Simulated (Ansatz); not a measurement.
System (SMILES): O[O] (O-OH), doublet.
Atoms: O1, O2, H3. Bonds: O1-O2, O2-H3.

Basis-set convergence of the optimised O2-H3 bond length at PBE with Ansatz (a first-principles code). All functions are spherical. The program fits the integrals of some runs and decomposes those of others, by size. Open shells are unrestricted. No added dispersion term, no relativity. Reference: the value in aug-pcseg-3, 0.9870 Å, itself unsure by roughly 0.0001 Å (its mean distance from aug-cc-pVQZ, def2-QZVPPD, pcseg-3). Deviations are taken from unrounded values.

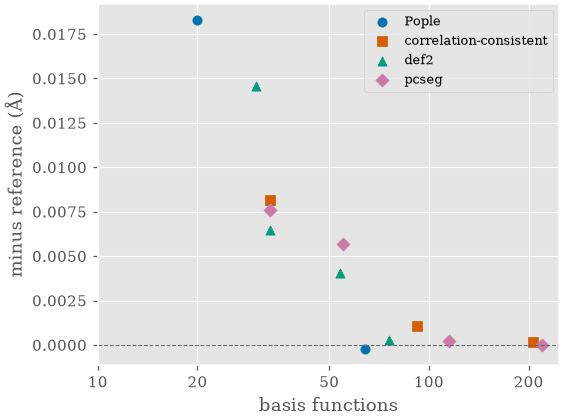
Fig. 1. Deviation from the reference against the number of basis functions, by family of sets.

```csv
basis,functions,optimised O2-H3 bond length (Å),minus reference (Å)
6-31G,20,1.0053,0.0183
def2-SV(P),30,1.0016,0.0146
cc-pVDZ,33,0.9952,0.0081
def2-SVP,33,0.9935,0.0065
pcseg-1,33,0.9946,0.0076
def2-SVPD,54,0.9911,0.0041
aug-pcseg-1,55,0.9927,0.0057
"6-311++G(2d,2p)",64,0.9868,-0.0002
def2-TZVPP,76,0.9873,0.0002
jun-cc-pV(T+d)Z,92,0.9881,0.0010
aug-pcseg-2,115,0.9873,0.0002
aug-cc-pVQZ,206,0.9872,0.0002
aug-pcseg-3,219,0.9870,0.0000
```
